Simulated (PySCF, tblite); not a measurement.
**C6H7B: geometry, infrared bands and NMR shifts**

Aim: predict the infrared bands and NMR shifts of C6H7B (`C#CC#CB(C)C`).

Programs: tblite 0.8.0 and PySCF 2.14.0, with density-fitted response routines of our own. Each step states its level of theory. These are calculated values for one molecule in the gas phase, unless marked as measured. Atoms are numbered from 0 throughout.

## 1. The starting structure

14 atoms, charge 0, multiplicity 1; geometry from: force field or distance geometry start.

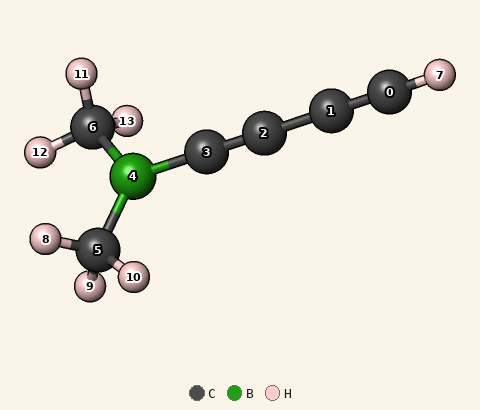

The starting geometry (carbon dark grey, boron green, hydrogen pink), atoms numbered; sticks join atoms by distance.

## 2. Relaxing the molecule with GFN2-xTB

What the job is given:

```
{"job": {"kind": "relax", "xc": "GFN2-xTB", "basis": "xTB"}, "charge": 0, "multiplicity": 1}
C      4.396100     0.707000    -0.010200
C      3.193500     0.521300    -0.055600
C      1.814800     0.287000    -0.085300
C      0.615900     0.105000    -0.133800
B     -0.899900    -0.150300    -0.164400
C     -1.491700    -1.577900     0.203600
C     -1.872600     1.035300    -0.603400
H      5.437900     0.884200     0.027100
H     -2.172600    -1.479200     1.069600
H     -2.045100    -1.991300    -0.657400
H     -0.668400    -2.274700     0.476100
H     -1.760400     1.878900     0.105800
H     -2.932500     0.687000    -0.569900
H     -1.615700     1.367100    -1.629200
```

Started as:

```bash
OMP_NUM_THREADS=1 python probes_run.py task.json out
```

One launch serves the whole session: the jobs run in the order shown.

The program printed:

```text
step      E/eV     max force
  0    -476.14296    1.827
  1    -476.17480    2.859
  2    -476.25393    0.669
  3    -476.27589    1.094
  4    -476.28032    1.554
  5    -476.29278    0.198
  6    -476.29478    0.146
  7    -476.29911    0.292
  8    -476.30088    0.188
  9    -476.30177    0.057
 10    -476.30207    0.048
 11    -476.30234    0.080
 12    -476.30256    0.066
 13    -476.30272    0.035
 14    -476.30283    0.030
 15    -476.30294    0.037
 16    -476.30310    0.047
 17    -476.30333    0.057
 18    -476.30359    0.046
 19    -476.30378    0.033
 20    -476.30388    0.025
 21    -476.30394    0.024
 22    -476.30401    0.021
 23    -476.30408    0.028
 24    -476.30414    0.021
 25    -476.30416    0.013
 26    -476.30417    0.007
```

Wall time 0.71 s (1 thread of Intel Xeon at 2.50GHz, shared host); peak memory 0.18 GiB.

Step by step:

| step | energy from step 0 (eV) | largest force (eV/Å) |
| --- | --- | --- |
| 0 | 0.0000 | 1.8266 |
| 1 | -0.0318 | 2.8585 |
| 2 | -0.1110 | 0.6693 |
| 3 | -0.1329 | 1.0943 |
| 4 | -0.1374 | 1.5543 |
| 5 | -0.1498 | 0.1983 |
| 6 | -0.1518 | 0.1456 |
| 7 | -0.1561 | 0.2919 |
| 8 | -0.1579 | 0.1879 |
| 9 | -0.1588 | 0.0567 |
| 10 | -0.1591 | 0.0479 |
| 11 | -0.1594 | 0.0800 |
| 12 | -0.1596 | 0.0658 |
| 13 | -0.1598 | 0.0348 |
| 14 | -0.1599 | 0.0296 |
| 15 | -0.1600 | 0.0365 |
| 16 | -0.1601 | 0.0465 |
| 17 | -0.1604 | 0.0570 |
| 18 | -0.1606 | 0.0463 |
| 19 | -0.1608 | 0.0326 |
| 20 | -0.1609 | 0.0249 |
| 21 | -0.1610 | 0.0238 |
| 22 | -0.1610 | 0.0206 |
| 23 | -0.1611 | 0.0283 |
| 24 | -0.1612 | 0.0212 |
| 25 | -0.1612 | 0.0131 |
| 26 | -0.1612 | 0.0070 |

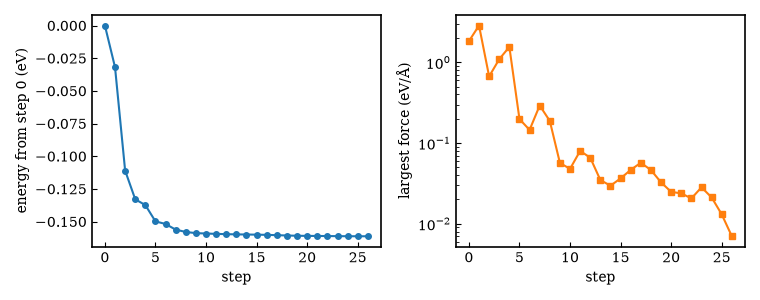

Energy and force, step by step.

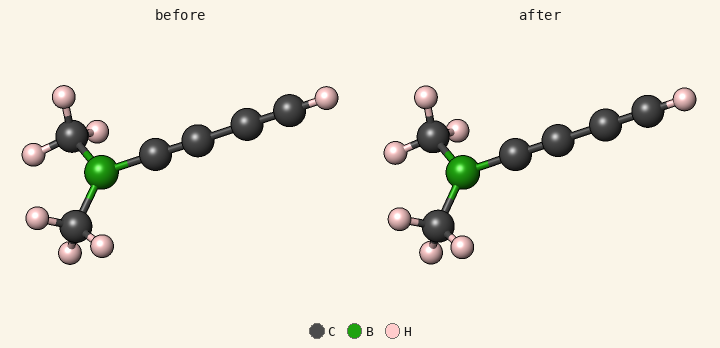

Before and after, at one scale.

Distances of close pairs at the start and the end, largest changes first:

| bond | before (Å) | after (Å) | change (Å) |
| --- | --- | --- | --- |
| C1–C2 | 1.399 | 1.356 | -0.043 |
| C3–B4 | 1.537 | 1.500 | -0.037 |
| C6–H12 | 1.116 | 1.087 | -0.029 |
| C5–H10 | 1.112 | 1.087 | -0.025 |
| C6–H13 | 1.108 | 1.090 | -0.018 |
| C6–H11 | 1.108 | 1.090 | -0.018 |
| C5–H8 | 1.106 | 1.090 | -0.016 |
| B4–C6 | 1.595 | 1.581 | -0.015 |

The next job starts from the end point, and lists it.

## 3. Harmonic vibrations with GFN2-xTB

What the job is given:

```
{"job": {"kind": "ir", "xc": "GFN2-xTB", "basis": "xTB"}, "charge": 0, "multiplicity": 1}
C      4.329454     0.702203    -0.012042
C      3.138596     0.514873    -0.050481
C      1.800389     0.301042    -0.093791
C      0.599022     0.107658    -0.131489
B     -0.878180    -0.150313    -0.170148
C     -1.440453    -1.576830     0.209689
C     -1.850362     1.021801    -0.593747
H      5.364495     0.865510     0.021310
H     -2.137464    -1.498299     1.043599
H     -2.012725    -1.991979    -0.619513
H     -0.675859    -2.300332     0.481962
H     -1.732221     1.878349     0.069669
H     -2.900486     0.740388    -0.590747
H     -1.604884     1.385456    -1.591414
```

The program printed:

```text
mode    cm-1     km/mol
  1     -44.0      0.18
  2      60.4      4.32
  3      70.5      0.37
  4      90.9      0.26
  5     181.8      0.01
  6     224.0      0.01
  7     250.6      0.09
  8     381.3      4.28
  9     386.5      4.94
 10     420.3      0.00
 11     423.5      0.47
 12     561.6      0.04
 13     626.1     16.10
 14     646.9     17.05
 15     721.9      0.01
 16     822.4      9.52
 17     863.1     89.91
 18     863.2     67.96
 19     995.1     51.15
 20    1123.3    148.61
 21    1260.2    222.52
 22    1379.0     31.19
 23    1385.2      8.92
 24    1484.9      1.41
 25    1486.7      0.26
 26    1487.5      1.92
 27    1492.6      4.02
 28    2186.6     19.50
 29    2259.2     51.62
 30    2998.9      2.19
 31    3001.9     59.15
 32    3014.5     12.62
 33    3016.5     29.85
 34    3038.1     25.56
 35    3039.8     60.38
 36    3402.3      7.11
```

Wall time 1 s (1 thread of Intel Xeon at 2.50GHz, shared host); peak memory 0.18 GiB.

Which atoms move in the most intense modes:

| cm⁻¹ | km/mol | atoms |
| --- | --- | --- |
| 863 | 89.9 | H8 22 %, B4 16 %, H10 13 %, H11 12 % |
| 863 | 68.0 | H9 22 %, H10 16 %, B4 12 %, H12 12 % |
| 995 | 51.1 | C3 18 %, C0 13 %, H12 12 %, B4 10 % |
| 1123 | 148.6 | B4 68 %, C5 12 % |
| 1260 | 222.5 | B4 50 %, C2 17 %, C3 15 % |
| 2259 | 51.6 | C2 38 %, C1 27 %, C3 24 % |
| 3002 | 59.1 | H9 32 %, H8 31 %, H13 15 %, H11 14 % |
| 3040 | 60.4 | H10 53 %, H12 39 % |

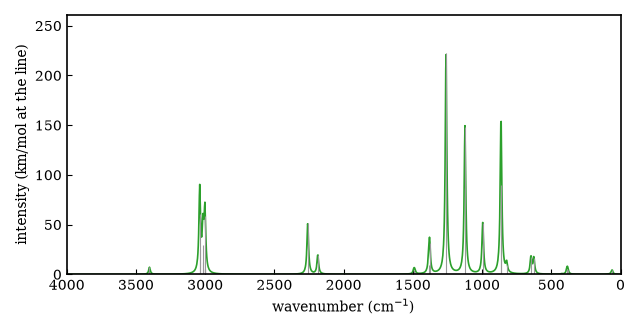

The infrared spectrum from these modes, unscaled. Lines are broadened to a width of 14 cm⁻¹ (Lorentzian).

## 4. Nuclear shieldings: PBE0/pcSseg-1

Same as in step 3 but for these lines:

```diff
@@ -1,2 +1,2 @@
-{"job": {"kind": "ir", "xc": "GFN2-xTB", "basis": "xTB"}, "charge": 0, "multiplicity": 1}
+{"job": {"kind": "nmr", "xc": "PBE0", "basis": "pcSseg-1"}, "charge": 0, "multiplicity": 1}
 C      4.329454     0.702203    -0.012042
```

With the program's defaults for keys left out, this is: GIAO PBE0/pcSseg-1 NMR shielding, non-relativistic, gas phase.

The program printed:

```text
coarse grid: 11944 points
cycle   1  E = -257.1308343639  dE =  8.358e-01  |g| = 4.959e-01  |ddm| = 3.688e+00
cycle   2  E = -257.1031207087  dE =  2.771e-02  |g| = 5.765e-01  |ddm| = 9.524e-01
cycle   3  E = -257.1799800235  dE = -7.686e-02  |g| = 2.364e-01  |ddm| = 6.059e-01
cycle   4  E = -257.1959668308  dE = -1.599e-02  |g| = 3.287e-02  |ddm| = 2.018e-01
cycle   5  E = -257.1962199699  dE = -2.531e-04  |g| = 1.162e-02  |ddm| = 3.529e-02
cycle   6  E = -257.1962557804  dE = -3.581e-05  |g| = 3.135e-03  |ddm| = 1.469e-02
cycle   7  E = -257.1962577777  dE = -1.997e-06  |g| = 1.609e-03  |ddm| = 3.628e-03
final grid: 116064 points
cycle   8  E = -257.2375515972  dE = -2.791e-05  |g| = 7.685e-03  |ddm| = 1.119e-01
cycle   9  E = -257.2375349102  dE =  1.669e-05  |g| = 1.111e-02  |ddm| = 1.516e-02
cycle  10  E = -257.2375643024  dE = -2.939e-05  |g| = 3.358e-03  |ddm| = 1.004e-02
cycle  11  E = -257.2375671557  dE = -2.853e-06  |g| = 2.716e-04  |ddm| = 2.582e-03
cycle  12  E = -257.2375671757  dE = -2.005e-08  |g| = 9.305e-05  |ddm| = 3.911e-04
cycle  13  E = -257.2375671771  dE = -1.396e-09  |g| = 6.480e-05  |ddm| = 1.251e-04
cycle  14  E = -257.2375671783  dE = -1.180e-09  |g| = 1.356e-05  |ddm| = 5.845e-05
cycle  15  E = -257.2375671783  dE = -5.991e-11  |g| = 4.586e-06  |ddm| = 1.516e-05
converged SCF energy = -257.2375671783

GIAO shielding tensors (ppm)
atom      isotropic    diamagn.    paramagn.     s11        s22        s33       span
  0 C       92.464     266.160    -173.696     24.441     45.775    207.176    182.735
  1 C      114.299     243.476    -129.177     21.485     25.417    295.995    274.510
  2 C       61.373     249.629    -188.256     10.062     27.040    147.017    136.955
  3 C       96.705     260.536    -163.831    -26.999     -0.548    317.661    344.660
  4 B       26.992     190.295    -163.304    -55.858     12.966    123.867    179.724
  5 C      169.144     252.508     -83.364    141.555    179.209    186.667     45.111
  6 C      169.896     251.834     -81.938    142.145    181.666    185.877     43.732
  7 H       28.863      35.374      -6.511     24.996     25.074     36.518     11.522
  8 H       30.771      29.433       1.338     27.204     29.159     35.949      8.745
  9 H       30.763      29.090       1.673     27.193     29.159     35.938      8.745
 10 H       30.387      30.936      -0.550     26.306     29.985     34.869      8.563
 11 H       30.854      29.927       0.927     26.834     29.609     36.118      9.284
 12 H       30.468      29.474       0.994     26.941     29.865     34.599      7.658
 13 H       30.851      29.593       1.259     26.831     29.599     36.124      9.292
```

It took 65 s on 1 thread of Intel Xeon at 2.50GHz, shared host; peak memory 0.71 GiB.

The references, computed at this level on geometries of the same kind, shield at (ppm): ¹H TMS 31.72, ¹³C TMS 186.9, ¹¹B BF3·OEt2 100.1. Their shielding less the atom's gives the shift. The references are single molecules in the gas phase. Atoms listed in one row are averaged.

| atoms | environment | σ (ppm) | δ (ppm) | δ scaled to CDCl3 |
| --- | --- | --- | --- | --- |
| C2 | alkyne carbon | 61.4 | 125.6 | 120.6 |
| C0 | terminal alkyne carbon | 92.5 | 94.5 | 90.3 |
| C3 | alkyne carbon | 96.7 | 90.2 | 86.1 |
| C1 | alkyne carbon | 114.3 | 72.6 | 69.0 |
| C5, C6 | methyl carbon bonded to B | 169.5 | 17.4 | 15.1 |
| H7 | hydrogen on a terminal alkyne carbon | 28.86 | 2.85 | 2.80 |
| H8, H9, H10, H11, H12, H13 | hydrogen on a methyl carbon bonded to B | 30.68 | 1.03 | 1.08 |
| B4 | boron bonded to 3 C | 27.0 | 73.1 | – |

The scaled column applies a straight-line fit of computed shieldings to shifts measured in CDCl3 (root-mean-square error 0.16 ppm for H, 1.9 ppm for C).

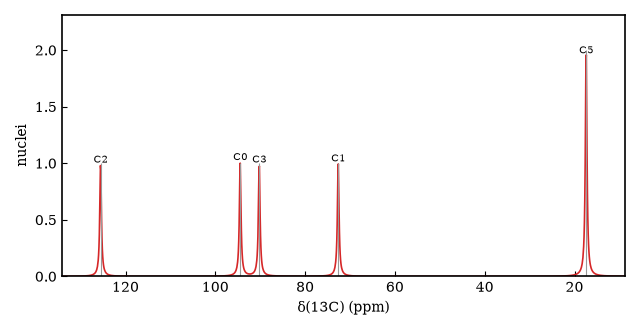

¹³C lines at the computed shifts, without couplings. Lines are broadened to a width of 0.43 ppm (Lorentzian).

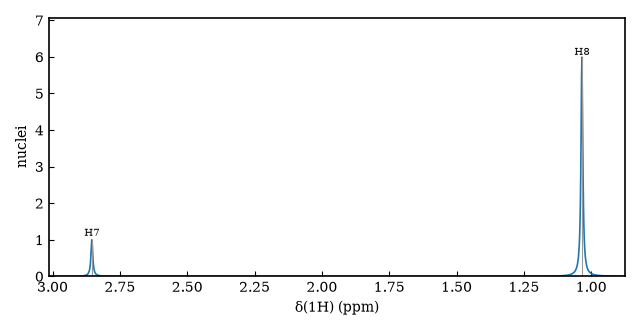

¹H lines at the computed shifts, without couplings. Lines are broadened to a width of 0.01 ppm (Lorentzian).

The run also stored atomic charges by several schemes (e):

| atoms | Mulliken | IAO | Hirshfeld | ESP fit |
| --- | --- | --- | --- | --- |
| C0 | -0.50 | -0.18 | -0.07 | -0.36 |
| C1 | 0.22 | -0.02 | -0.03 | 0.02 |
| C2 | 0.22 | -0.01 | -0.02 | 0.16 |
| C3 | -0.22 | -0.10 | -0.08 | -0.49 |
| B4 | 0.45 | 0.29 | 0.21 | 0.87 |
| C5, C6 | -0.51 | -0.57 | -0.19 | -0.77 |

IAO charges:

C0 -0.18; C1 -0.02; C2 -0.01; C3 -0.10; B4 0.29; C5 -0.57; C6 -0.57; H7 0.21; H8 0.16; H9 0.16; H10 0.15; H11 0.17; H12 0.14; H13 0.17

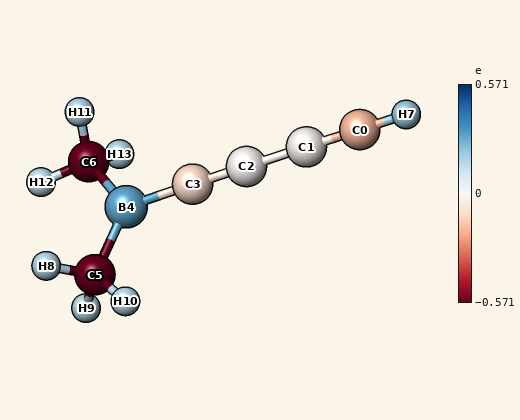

IAO charges, as colours on the atoms.

Mayer bond orders: C0–C1 2.16, C1–C2 0.90, C2–C3 2.19, C3–B4 1.06, B4–C5 1.05, B4–C6 1.02.

Orbitals, density, ELF and potential are computed afterwards from the orbital file.

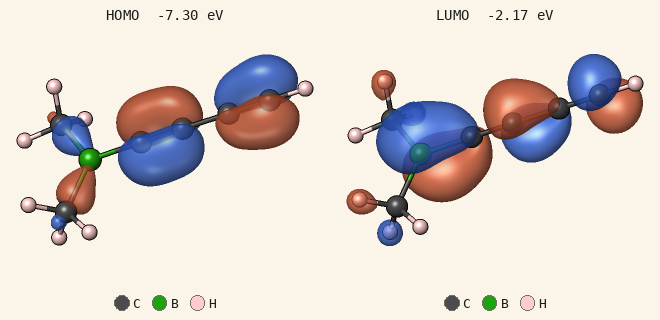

Frontier orbitals at PBE0/pcSseg-1; each surface holds 70 % of the orbital's density, blue and red mark the sign.

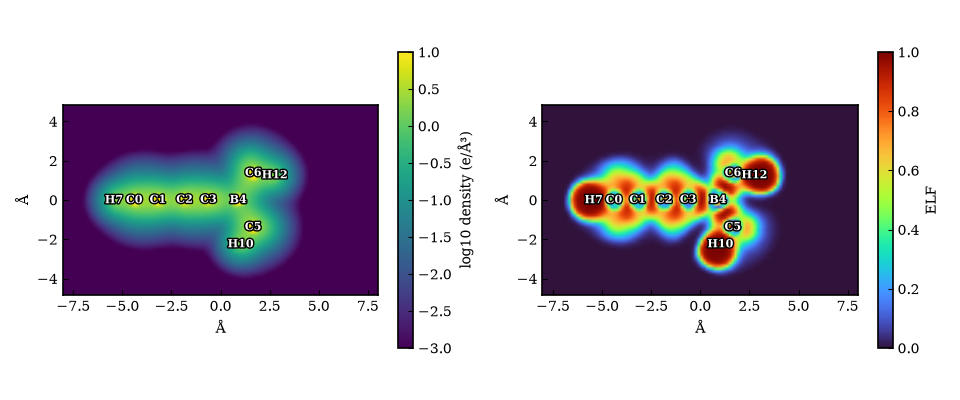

Density (left) and ELF (right) in a plane through or near 10 of the atoms.

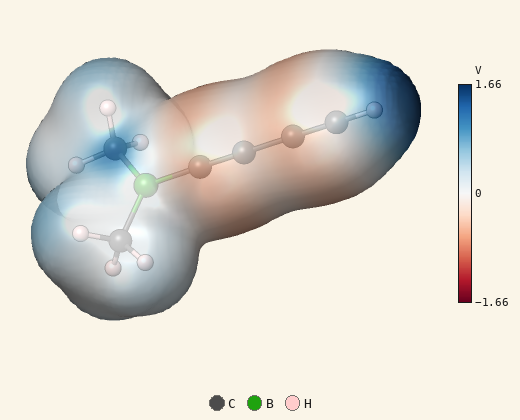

Electrostatic potential on the surface of density 0.002 e/bohr³; red is low, blue high. It runs, from the 1st to the 99th percentile, from -0.58 V near C2 to 1.66 V near H7.

## 5. Summary of results

| quantity | value |
| --- | --- |
| strongest single infrared mode (GFN2-xTB) | 1260 cm⁻¹, 223 km/mol |
| zero-point energy (GFN2-xTB) | 65.3 kcal/mol |
| ¹³C shifts against TMS (PBE0/pcSseg-1, means over atoms taken as alike) | 125.6, 94.5, 90.2, 72.6, 17.4 ppm |
| ¹H shifts against TMS (PBE0/pcSseg-1, means over atoms taken as alike) | 2.85, 1.03 ppm |
| ¹¹B shifts against BF3·OEt2 (PBE0/pcSseg-1) | 73.1 ppm |
| surface potential, 1st and 99th percentile | -0.58 V and 1.66 V |

In words: The optimisation took 26 steps and gained 0.161 eV; among the close pairs (by a distance rule), C1–C2 changed most, from 1.399 to 1.356 Å. The lowest mode is imaginary (44i cm⁻¹), so the xTB geometry is not a minimum. The strongest single mode, at 1260 cm⁻¹, has its largest shares on B4, C2 and C3 (the list is cut at 3 atoms). GFN2-xTB is a fitted tight-binding method: band positions and strengths are rough. Its intensities can rank the bands wrongly. At PBE0/pcSseg-1: The widest tensor belongs to C3: span 345 ppm, with a paramagnetic part of -164 ppm. By nearest atom (PBE0/pcSseg-1), the HOMO sits on C0, C2, C3 about 24 % each; C1 11 % and the LUMO on B4 30 %; C2 20 %.
